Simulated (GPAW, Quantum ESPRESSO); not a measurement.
# In (I4/mmm): the In K absorption edge, part 4 of 4

Do two independent programs agree on the In K edge of In (I4/mmm)? The same cell and functional are run with XSpectra and with GPAW.

Quantum ESPRESSO 7.5 and GPAW 26.7.0; core-hole supercells, plane-wave PAW LDA.

So far. Step 8 (The field without a hole (GPAW)): The mesh shows no gap, so the system is treated as a metal and the core electron is put at the Fermi level (neutral cell). Step 9 (Spectrum without a core hole, In atom 1 (GPAW)): Main maxima below 26 eV (height): 6.2 eV (1.28) and 22.8 eV (1.13). 

### 11. Spectrum with XCH, In atom 1 (GPAW) (continued)

Level of this step: X-ray absorption from dipole matrix elements to empty bands, plane-wave PAW LDA (GPAW).

The In K spectrum, In atom 1, excited-electron core hole (neutral cell) (energy from the lowest empty level; intensity scaled to a mean of 1 over the first 20 eV; polarised curves are means over the symmetry-equivalent atoms):

```tsv
E (eV)	isotropic	ε ⊥ c	ε ∥ c
-2.0	0.43	0.42	0.45
-0.5	0.69	0.67	0.72
1.0	0.96	0.94	1.00
2.5	1.18	1.16	1.21
4.0	1.29	1.28	1.31
5.5	1.29	1.29	1.29
7.0	1.21	1.22	1.18
8.5	1.07	1.10	1.02
10.0	0.93	0.96	0.89
11.5	0.83	0.84	0.80
13.0	0.77	0.77	0.77
14.5	0.77	0.75	0.80
16.0	0.82	0.79	0.88
17.5	0.91	0.88	0.97
19.0	1.00	0.97	1.04
20.5	1.06	1.05	1.08
22.0	1.08	1.09	1.06
23.5	1.05	1.07	1.00
25.0	0.98	1.01	0.92
26.5	0.90	0.92	0.86
28.0	0.84	0.85	0.83
29.5	0.81	0.81	0.82
31.0	0.80	0.80	0.81
```

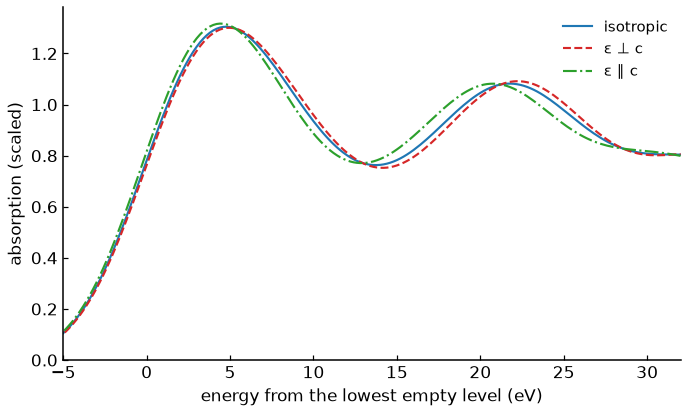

The In K edge, In atom 1, excited-electron core hole (neutral cell): main maxima at 4.8 and 21.8 eV.

Main maxima below 28 eV (height): 4.8 eV (1.30) and 21.8 eV (1.08). 

### 12. The two programs side by side

The line shapes differ (Lorentzian half width 3.96 eV, against Gaussian full width 7.91 eV), so both get a further Gaussian of 1.5 eV full width before they are compared; the Lorentzian tails remain.

```tsv
E (eV)	XSpectra	GPAW
-2.00	0.58	0.44
-1.25	0.66	0.56
-0.50	0.75	0.69
0.25	0.84	0.82
1.00	0.93	0.95
1.75	1.02	1.07
2.50	1.08	1.17
3.25	1.14	1.24
4.00	1.16	1.28
4.75	1.17	1.29
5.50	1.16	1.28
6.25	1.15	1.25
7.00	1.12	1.20
7.75	1.09	1.14
8.50	1.05	1.07
9.25	1.01	1.00
10.00	0.98	0.94
10.75	0.95	0.88
11.50	0.92	0.83
12.25	0.90	0.80
13.00	0.89	0.78
13.75	0.88	0.77
14.50	0.88	0.78
15.25	0.89	0.79
16.00	0.90	0.83
16.75	0.92	0.86
17.50	0.94	0.91
18.25	0.96	0.95
19.00	0.99	1.00
19.75	1.00	1.03
20.50	1.02	1.06
21.25	1.03	1.07
22.00	1.03	1.08
22.75	1.03	1.07
23.50	1.01	1.04
24.25	1.00	1.01
25.00	0.98	0.98
25.75	0.95	0.94
26.50	0.94	0.90
27.25	0.92	0.87
28.00	0.91	0.84
28.75	0.90	0.83
29.50	0.89	0.81
30.25	0.89	0.81
31.00	0.89	0.81
31.75	0.89	0.80
```

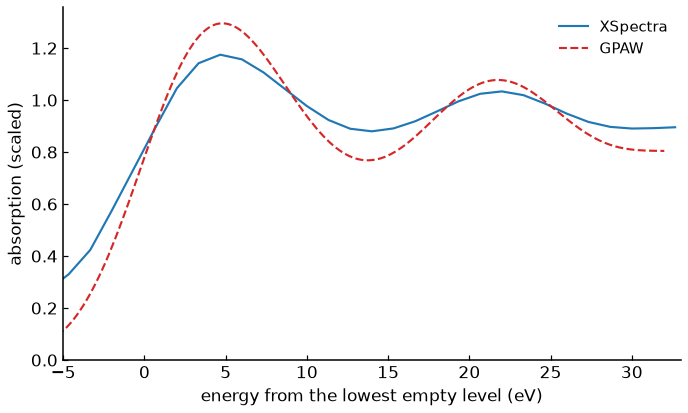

XSpectra and GPAW after a common extra broadening.

```tsv
	XSpectra	GPAW
k mesh of the spectrum	5×5×5	5×5×5
cutoff (eV)	558	500
highest intensity below 24 eV after the common broadening, eV (height)	4.7 (1.17)	4.8 (1.30)
core time, hole field and spectrum	5.1 min	8.3 min
```

### 13. With and without the hole

XSpectra's curves. Both curves are counted from their own zero, so only the shift of weight within the empty states shows.

```tsv
E (eV)	no hole	XCH
-2.0	0.46	0.58
-1.0	0.56	0.69
0.0	0.66	0.81
1.0	0.75	0.93
2.0	0.85	1.05
3.0	0.95	1.12
4.0	1.03	1.16
5.0	1.08	1.17
6.0	1.12	1.16
7.0	1.12	1.12
8.0	1.11	1.07
9.0	1.09	1.03
10.0	1.05	0.98
11.0	1.02	0.93
12.0	0.99	0.90
13.0	0.96	0.88
14.0	0.95	0.88
15.0	0.95	0.89
16.0	0.97	0.90
17.0	1.00	0.93
18.0	1.03	0.96
19.0	1.07	0.99
20.0	1.12	1.01
21.0	1.16	1.03
22.0	1.19	1.04
23.0	1.21	1.02
24.0	1.21	1.00
25.0	1.19	0.98
26.0	1.17	0.95
27.0	1.14	0.92
28.0	1.12	0.91
29.0	1.11	0.89
30.0	1.10	0.89
31.0	1.10	0.89
32.0	1.10	0.89
```

With each curve scaled to its own mean, the area from −2 to 6 eV with the hole is 7.8 against 6.7, and the centre of weight from −1 to 20 eV moves by -0.6 eV: the hole pulls the absorber's empty states down.

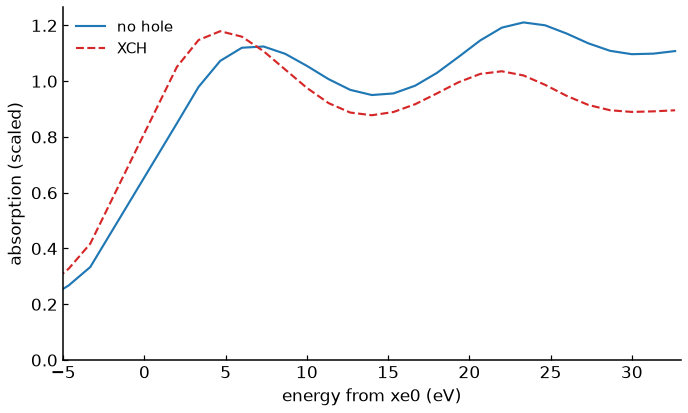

The In K edge with and without the core hole, each from its own zero; the highest intensity below 24 eV lies at 4.7 eV with the hole.

### 14. Runs not followed above

These runs aren't followed: redraws of a spectrum that repeat one shown, runs with a planted fault or a state judged unsound, or a program's part that gave no sound spectrum.

| program | step | status | elapsed |
| --- | --- | --- | --- |
| Quantum ESPRESSO | no core hole, redrawn | converged | 4.7 s |
| Quantum ESPRESSO | spectrum with XCH, redrawn | converged | 2.1 s |

### 15. What came out

```json
{
 "absorber and edge": "In K, atom 1 of the ground-state input (counted from 1)",
 "surroundings": "4 In at 3.25 Å and 8 In at 3.38 Å (distorted cuboctahedral, site symmetry 4/mmm)",
 "highest intensity below 24 eV (XSpectra, narrow line)": "4.7 eV above the zero, height 1.18"
}
```

In words: The two programs agree closely: 9 % r.m.s. remains over the first 14 eV after a relative shift of 0.0 eV; their raw zeros differ by 32 eV. So wide a line leaves little structure to disagree on. In XSpectra the In K edge of atom 1, with 4 In at 3.25 Å and 8 In at 3.38 Å (distorted cuboctahedral, site symmetry 4/mmm), has its highest intensity of the first 24 eV at 4.7 eV above the zero, 1.2 times the mean level of the first 20 eV (Lorentzian half width 3.96 eV). In XSpectra: With each curve scaled to its own mean, the area from −2 to 6 eV with the hole is 7.8 against 6.7, and the centre of weight from −1 to 20 eV moves by -0.6 eV: the hole pulls the absorber's empty states down. In GPAW: With each curve scaled to its own mean, the area from −2 to 6 eV with the hole is 8.1 against 7.0, and the centre of weight from −1 to 20 eV moves by -0.4 eV: the hole pulls the absorber's empty states down. 3 further runs of this session are left out of this account as redundant. XSpectra leaves a spike where filled states are cut (about half a line width round xe0); it is interpolated away in tables and plots. The holes are only 5.7 Å apart, so the shape is probably not converged with cell size; no larger cell was run here. Lifetime broadening is put in by hand, and intensities beyond about 20 eV depend on it and on the partial waves. The structure is a published determination, not relaxed.

[Banner, clock and machine lines of the logs are left out without a mark of their own.]

[Logs are printed without paths, hosts, clocks, repeated set-up lines and the standing remarks that a program may print on its own settings, such as how far it seeks lower states.]

[Hosts, paths, dates, database ids (printed as entryN), source tags and the programs' standing remarks are cut or masked in the printed files.]

[Lists of maxima count a maximum above −3 eV only where it reaches 4 % of the highest in the window and stands out from its surroundings by 2 % of it (1.5 % where it reaches 55 %); shoulders and weaker maxima are passed over, and of the rest the first, up to two pre-edge ones and the few strongest are named.]
